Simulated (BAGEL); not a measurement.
# SiH2O2F2 (SMILES O[Si](O)(F)F): HF/3-21G (density fitting with qzvpp-jkfit)

What is the vertical singlet–triplet gap of SiH2O2F2 at HF/3-21G (density fitting with qzvpp-jkfit)? 

Program for the calculation: BAGEL 1.2.2.

## 1. The molecule

SiH2O2F2 has 7 atoms, charge 0, and is taken as a singlet. SMILES: `O[Si](O)(F)F`. The shape is that of a PBE0-D4/def2-TZVP optimisation. This is one conformer, not always the lowest.

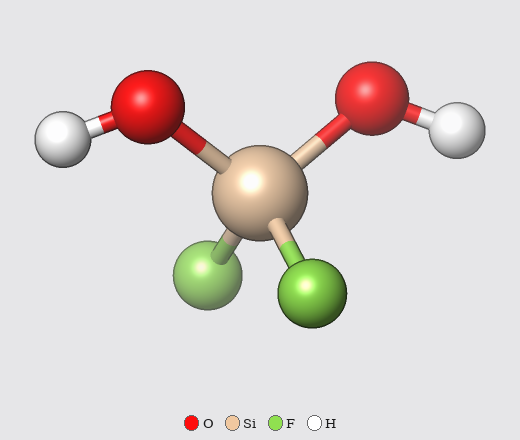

The structure, seen from a chosen angle (oxygen red, silicon light orange, fluorine green, hydrogen white).

## 2. A single-point energy at HF/3-21G (density fitting with qzvpp-jkfit)

input.json reads:

```json
{ "bagel" : [

{
  "title" : "molecule",
  "basis" : "3-21g",
  "df_basis" : "qzvpp-jkfit",
  "angstrom" : true,
  "geometry" : [
    { "atom" : "O", "xyz" : [      -1.123000,       0.443800,       0.890500 ] },
    { "atom" : "Si", "xyz" : [      -0.011100,      -0.018100,      -0.177300 ] },
    { "atom" : "O", "xyz" : [       1.321200,      -0.386600,       0.646700 ] },
    { "atom" : "F", "xyz" : [      -0.483500,      -1.262700,      -1.033600 ] },
    { "atom" : "F", "xyz" : [       0.238000,       1.131800,      -1.236100 ] },
    { "atom" : "H", "xyz" : [      -1.829300,       1.022300,       0.602200 ] },
    { "atom" : "H", "xyz" : [       1.948900,      -0.998500,       0.262000 ] }
  ]
},

{
  "title" : "hf"
},

{
  "title" : "print",
  "file" : "orbitals.molden",
  "orbitals" : true
}

]}
```

Command:

```
$ BAGEL_NUM_THREADS=1 BAGEL input.json > input.out
```

Standard output:

```text
* using 1 threads per process

  ===============================================================
  ===============================================================

  *** Geometry ***

  { "atom" : "O", "xyz" : [     -2.122162,      0.838660,      1.682801 ] },
  { "atom" : "Si", "xyz" : [     -0.020976,     -0.034204,     -0.335048 ] },
  { "atom" : "O", "xyz" : [      2.496706,     -0.730568,      1.222086 ] },
  { "atom" : "F", "xyz" : [     -0.913683,     -2.386157,     -1.953221 ] },
  { "atom" : "F", "xyz" : [      0.449755,      2.138792,     -2.335890 ] },
  { "atom" : "H", "xyz" : [     -3.456876,      1.931867,      1.137993 ] },
  { "atom" : "H", "xyz" : [      3.682887,     -1.886892,      0.495108 ] },

  Number of auxiliary basis functions:      472

  Since a DF basis is specified, we compute 2- and 3-index integrals:
    o Being stored without compression. Storage requirement is 0.011 GB

  Number of basis functions:       53
  Number of electrons      :       50

    * METHOD: MOLECULE                             0.17

  *** RHF ***

  === Nuclear Repulsion ===
   270.4700007074

      * DIIS with orbital gradients will be used.

  === RHF iteration (3-21g) ===
      0       -635.25468935          0.03434339           0.05
      1       -635.44039179          0.01776103           0.05
      2       -635.49741622          0.00092132           0.05
      3       -635.49776667          0.00022956           0.05
      4       -635.49778275          0.00009441           0.05
      5       -635.49778595          0.00001348           0.05
      6       -635.49778606          0.00000257           0.05
      7       -635.49778606          0.00000051           0.05
      8       -635.49778606          0.00000012           0.05
      9       -635.49778606          0.00000005           0.05
     10       -635.49778606          0.00000001           0.05
    * SCF iteration converged.

    * Permanent dipole moment:
           (    0.041593,     0.017704,     0.357812) a.u.

    * METHOD: HF                                   0.64

    * METHOD: PRINT                                0.01

  ===============================================================
```

It took 0.97 s on 1 thread of Arm Neoverse V1, shared host; peak memory 0.083 GiB.

## 3. The triplet, same level

input.json reads:

```json
{ "bagel": [

{
  "title": "molecule",
  "basis": "3-21g",
  "df_basis": "qzvpp-jkfit",
  "angstrom": true,
  "geometry": [
    { "atom": "O", "xyz": [      -1.123000,       0.443800,       0.890500 ] },
    { "atom": "Si", "xyz": [      -0.011100,      -0.018100,      -0.177300 ] },
    { "atom": "O", "xyz": [       1.321200,      -0.386600,       0.646700 ] },
    { "atom": "F", "xyz": [      -0.483500,      -1.262700,      -1.033600 ] },
    { "atom": "F", "xyz": [       0.238000,       1.131800,      -1.236100 ] },
    { "atom": "H", "xyz": [      -1.829300,       1.022300,       0.602200 ] },
    { "atom": "H", "xyz": [       1.948900,      -0.998500,       0.262000 ] }
  ]
},

{ "title": "uhf", "nopen": 2 },

{ "title": "print", "file": "orbitals.molden", "orbitals": true }

]}
```

Command:

```
$ BAGEL_NUM_THREADS=1 BAGEL input.json > input.out
```

Standard output:

```text
* using 1 threads per process

  ===============================================================
  ===============================================================

  *** Geometry ***

  { "atom" : "O", "xyz" : [     -2.122162,      0.838660,      1.682801 ] },
  { "atom" : "Si", "xyz" : [     -0.020976,     -0.034204,     -0.335048 ] },
  { "atom" : "O", "xyz" : [      2.496706,     -0.730568,      1.222086 ] },
  { "atom" : "F", "xyz" : [     -0.913683,     -2.386157,     -1.953221 ] },
  { "atom" : "F", "xyz" : [      0.449755,      2.138792,     -2.335890 ] },
  { "atom" : "H", "xyz" : [     -3.456876,      1.931867,      1.137993 ] },
  { "atom" : "H", "xyz" : [      3.682887,     -1.886892,      0.495108 ] },

  Number of auxiliary basis functions:      472

  Since a DF basis is specified, we compute 2- and 3-index integrals:
    o Being stored without compression. Storage requirement is 0.011 GB

  Number of basis functions:       53
  Number of electrons      :       50

    * METHOD: MOLECULE                             0.17

  *** Open-shell HF ***

  === Nuclear Repulsion ===
   270.4700007074

      * DIIS with orbital gradients will be used.

  === UHF iteration (3-21g) ===
      0       -634.90719721          0.05598898           0.09
      1       -635.06014885          0.03000398           0.09
      2       -635.09455118          0.01572047           0.09
      3       -635.10719446          0.00090409           0.09
      4       -635.10773134          0.00047810           0.09
      5       -635.10798381          0.00027391           0.09
      6       -635.10811763          0.00039467           0.09
      7       -635.10804094          0.00027795           0.09
      8       -635.10802811          0.00015636           0.09
      9       -635.10805789          0.00011488           0.09
     10       -635.10806662          0.00006768           0.09
     11       -635.10806955          0.00005650           0.09
     12       -635.10807416          0.00004889           0.09
     13       -635.10807722          0.00004096           0.09
     14       -635.10807925          0.00002377           0.10
     15       -635.10807927          0.00000972           0.09
     16       -635.10807935          0.00000746           0.10
     17       -635.10807936          0.00000522           0.10
     18       -635.10807936          0.00000453           0.10
     19       -635.10807937          0.00000542           0.10
     20       -635.10807937          0.00000436           0.10
     21       -635.10807936          0.00000214           0.10
     22       -635.10807937          0.00000189           0.10
     23       -635.10807937          0.00000062           0.10
     24       -635.10807937          0.00000052           0.09
     25       -635.10807937          0.00000052           0.10
     26       -635.10807937          0.00000043           0.10
     27       -635.10807937          0.00000020           0.10
     28       -635.10807937          0.00000010           0.10
     29       -635.10807937          0.00000005           0.10
     30       -635.10807937          0.00000003           0.09
     31       -635.10807937          0.00000002           0.09
     32       -635.10807937          0.00000001           0.10
     33       -635.10807937          0.00000001           0.10
    * SCF iteration converged.

    * S^2 (UHF) is 2.0453

    * Permanent dipole moment:
           (   -0.041195,    -0.016966,    -0.351204) a.u.

    * METHOD: UHF                                  3.35

    * METHOD: PRINT                                0.01

  ===============================================================
```

Run time: 3.9 s. Hardware: 1 thread of Arm Neoverse V1, shared host; peak memory 0.083 GiB.

## 4. Results

Level: HF/3-21G (density fitting with qzvpp-jkfit).

```
                                        quantity          value
                           singlet: total energy  -635.49779 Eh
                          singlet: dipole moment         0.92 D
                            singlet: HOMO energy      -14.50 eV
                            singlet: LUMO energy        5.12 eV
                          singlet: HOMO–LUMO gap       19.61 eV
                           triplet: total energy  -635.10808 Eh
                          triplet: dipole moment         0.90 D
                                   triplet: ⟨S²⟩          2.045
vertical energy of the triplet above the singlet      10.604 eV
```

**Reading.** At this shape the triplet lies 10.60 eV (1023 kJ/mol) above the singlet.
